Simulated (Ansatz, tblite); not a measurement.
# The cluster GeSb2: one state, many levels, part 2 of 2

Aim: run the singlet of the cluster GeSb2 at one geometry on many levels, and compare frontier levels, spin and run time.

Ansatz 0.2.0, Gaussian basis; as each input shows. Earlier steps stand in the parts before.

**17. MP2/def2-TZVP**

Input file in.yaml:

```yaml
crystal:
  periodic: [false, false, false]
  atoms:
    - {symbol: Sb, position_ang: [0.507215, -1.391986, 0.435915]}
    - {symbol: Sb, position_ang: [0.711887, 1.290981, 0.459887]}
    - {symbol: Ge, position_ang: [-1.219102, 0.101004, -0.895801]}
basis:
  gaussian: {orbitals: def2-TZVP, initial_orbitals: start.molden}
correlation: {method: mp2}
scf: {omitted_lower_state_checks: [starts]}
output: {orbitals: {seedname: orbitals}}
```

The run is started by

```console
$ ansatz run in.yaml --threads 2 --pin off --events-out ev --progress --plain --max-ram 4352MiB
```

Standard output, cut to the lines that bear on the results:

```text
Functional definition: HF
  name "HF"
  cite "Fock, Z. Phys. 61, 126 (1930) doi:10.1007/BF01340294"
  parent pbe
[...]
1257 factors; integrals over basis functions are off by at most 5.0e-4 eV
[...]
mean field -69496.06106394 eV, -2553.9331379778 hartree, gradient 2.0e-6 eV, S^2 0.000000; 0 other end points of the search recorded, 0 dependent functions left out; unrestricted orbitals would lower it
[...]
17 core orbitals not correlated: weight in the atoms' cores, before any rotation towards them, 1.000 or more for the frozen orbitals, at most 0.000 for the correlated occupied ones
reference -69496.06106394 eV, -2553.9331379778 hartree; 22, 22 occupied and 109, 109 virtual orbitals, 1257 factors
second order -24.82921210 eV of doubles, -0.00000000 eV of singles
Total energy: -69520.89027604 eV, -2554.8455946925 hartree
Checks for a lower state left out: starts
```

It took 2.9 s on 2 threads of Arm Neoverse V2, shared host.

Hartree-Fock HOMO -7.88 eV, LUMO -0.63 eV. Doubts: restricted state is unstable towards broken spin symmetry.

**18. RPA/def2-TZVP**

Changes to in.yaml since step 17:

```diff
@@ -8,4 +8,4 @@
   gaussian: {orbitals: def2-TZVP, initial_orbitals: start.molden}
-correlation: {method: mp2}
+hamiltonian: {xc: pbe}
+correlation: {method: rpa}
 scf: {omitted_lower_state_checks: [starts]}
-output: {orbitals: {seedname: orbitals}}
```

The command is unchanged.

Standard output, cut to the lines that bear on the results:

```text
Functional definition: PBE
  name "PBE"
  cite "Perdew, Burke & Ernzerhof, Phys. Rev. Lett. 77, 3865 (1996) doi:10.1103/PhysRevLett.77.3865"
  parent pbe
[...]
1257 factors; integrals over basis functions are off by at most 5.0e-4 eV
[...]
mean field -69586.53082416 eV, -2557.2578403433 hartree, gradient 2.8e-6 eV, S^2 0.000000; 0 other end points of the search recorded, 0 dependent functions left out
17 core orbitals not correlated: weight in the atoms' cores, before any rotation towards them, 1.000 or more for the frozen orbitals, at most 0.000 for the correlated occupied ones
reference -69494.68481556 eV, -2553.8825617826 hartree; 22, 22 occupied and 109, 109 virtual orbitals, 1257 factors
Total energy: -69528.24016474 eV, -2555.1156981203 hartree
Checks for a lower state left out: starts
```

Run time: 4.5 s. Hardware: 2 threads of Arm Neoverse V2, shared host.

**19. Comparison**

```
               level  functions  HOMO (eV)  LUMO (eV)  gap (eV)    time
        HF/def2-TZVP        148      -7.88      -0.63      7.26   2.5 s
       LDA/def2-TZVP        148      -5.43      -4.09      1.34  0.95 s
     PBE-D4/def2-SVP         84      -5.23      -3.84      1.39   0.9 s
    PBE-D4/def2-TZVP        148      -5.25      -3.87      1.38     2 s
   PBE-D4/def2-TZVPD        166      -5.27      -3.89      1.38   2.1 s
 r2SCAN-D4/def2-TZVP        148      -5.49      -3.91      1.58   3.5 s
r2SCAN-D4/def2-TZVPD        166      -5.50      -3.92      1.58   4.3 s
r2SCANh-D4/def2-TZVP        148      -5.81      -3.67      2.14   4.3 s
    PBE0-D4/def2-SVP         84      -6.14      -3.25      2.89   1.6 s
   PBE0-D4/def2-TZVP        148      -6.13      -3.26      2.87   2.8 s
  PBE0-D4/def2-TZVPD        166      -6.14      -3.27      2.87   3.6 s
  HSE06-D4/def2-TZVP        148      -5.76      -3.62      2.14   2.9 s
```

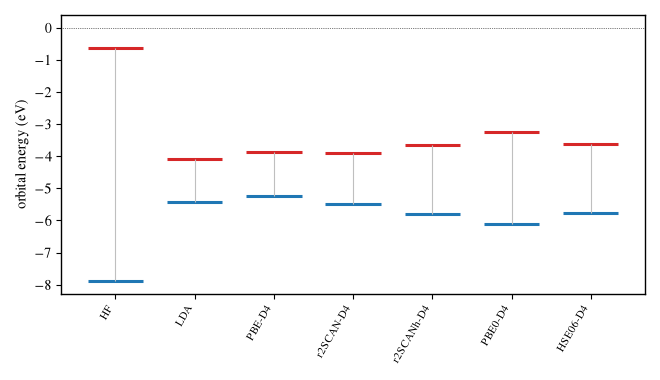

Highest filled (blue) and lowest empty (red) level in def2-TZVP.

Energy pieces by basis (eV):

```
     basis           HF  MP2 correlation  CCSD correlation      (T)              total
def2-TZVPP  -69496.0611         -24.8292          -23.7944  -1.1120        -69520.9674
 def2-TZVP  -69496.0611         -24.8292                             -69520.8903 (MP2)
```

**20. Binding energy**

Free atoms were run apart at each level; binding is atoms less cluster, divided by the number of atoms, without zero-point or spin-orbit terms.

Differences are taken before rounding.

```
              method  binding an atom (eV)  from CCSD(T)/def2-TZVPP (eV)    time
        HF/def2-TZVP                 0.522                        -1.360   2.5 s
       HF/def2-TZVPP                 0.522                        -1.360        
       LDA/def2-TZVP                 2.726                        +0.844  0.95 s
     PBE-D4/def2-SVP                 2.209                        +0.327   0.9 s
    PBE-D4/def2-TZVP                 2.243                        +0.361     2 s
   PBE-D4/def2-TZVPD                 2.249                        +0.367   2.1 s
 r2SCAN-D4/def2-TZVP                 2.023                        +0.141   3.5 s
r2SCAN-D4/def2-TZVPD                 2.027                        +0.145   4.3 s
r2SCANh-D4/def2-TZVP                 1.965                        +0.083   4.3 s
    PBE0-D4/def2-SVP                 1.998                        +0.116   1.6 s
   PBE0-D4/def2-TZVP                 2.043                        +0.161   2.8 s
  PBE0-D4/def2-TZVPD                 2.048                        +0.166   3.6 s
  HSE06-D4/def2-TZVP                 2.039                        +0.158   2.9 s
    B2PLYP/def2-TZVP                 2.029                        +0.147   5.5 s
       RPA/def2-TZVP                 1.850                        -0.032   4.5 s
       MP2/def2-TZVP                 1.968                        +0.087   2.9 s
     CCSD/def2-TZVPP                 1.679                        -0.203        
  CCSD(T)/def2-TZVPP                 1.882                             0    12 s
```

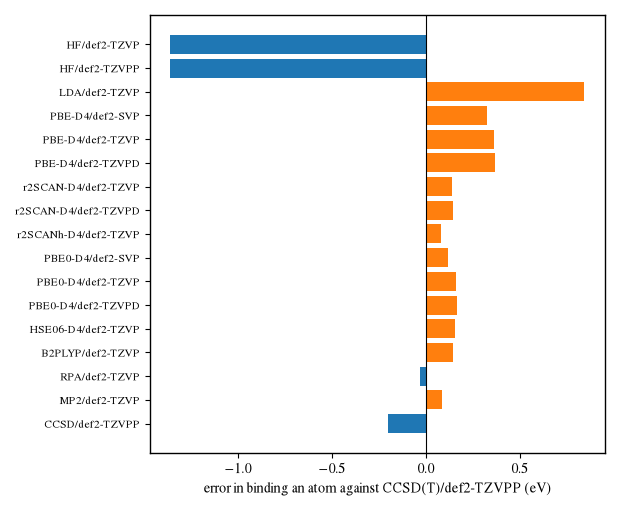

How far each level lands from CCSD(T)/def2-TZVPP.

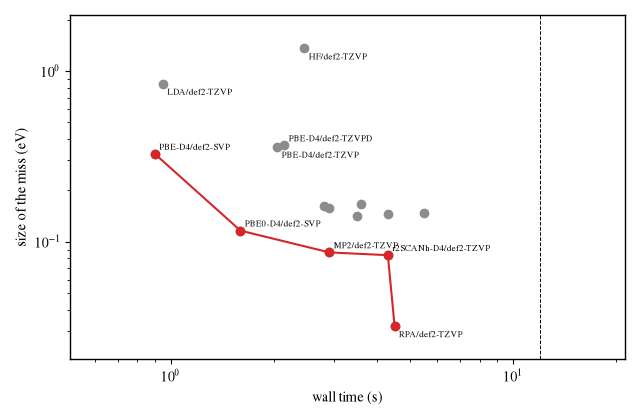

Accuracy for the time spent; red marks the levels that beat every quicker one drawn (of those quicker than the yardstick), and the dashed line is the time of CCSD(T)/def2-TZVPP. Only those levels and the largest misses are named. Times are from a shared host.

**21. Summary of results**

The summary covers parts 1 to 2.

```
                                                                  quantity                           value
gap in def2-TZVP, named functionals and Hartree-Fock, smallest and largest     1.34 eV (LDA), 7.26 eV (HF)
                                    correlation energy, CCSD(T)/def2-TZVPP                       -24.91 eV
                                         correlation energy, MP2/def2-TZVP                       -24.83 eV
                                       binding an atom, CCSD(T)/def2-TZVPP                        1.882 eV
                           PBE0 total energy, smallest basis above largest  7.49 eV (def2-SVP, def2-TZVPD)
```

**Reading.** Orbital gaps of the named functionals and Hartree-Fock in def2-TZVP span 1.34 eV (LDA) to 7.26 eV (HF); exact exchange widens it. The functionals in def2-TZVP miss CCSD(T)/def2-TZVPP by +0.083 (r2SCANh-D4) to +0.844 eV (LDA) an atom. CCSD(T)/def2-TZVPP isn't at the basis-set limit; small misses against it rank nothing.

For cost: RPA/def2-TZVP gets within 0.032 eV in 4.5 s, where CCSD(T)/def2-TZVPP took 12 s; the quickest level in the cost chart, PBE-D4/def2-SVP, takes 0.9 s and misses by 0.327 eV. The slowest run with a step of its own, CCSD(T)/def2-TZVPP, took 12 s; the quickest functional in def2-TZVP took 0.95 s (shared host).
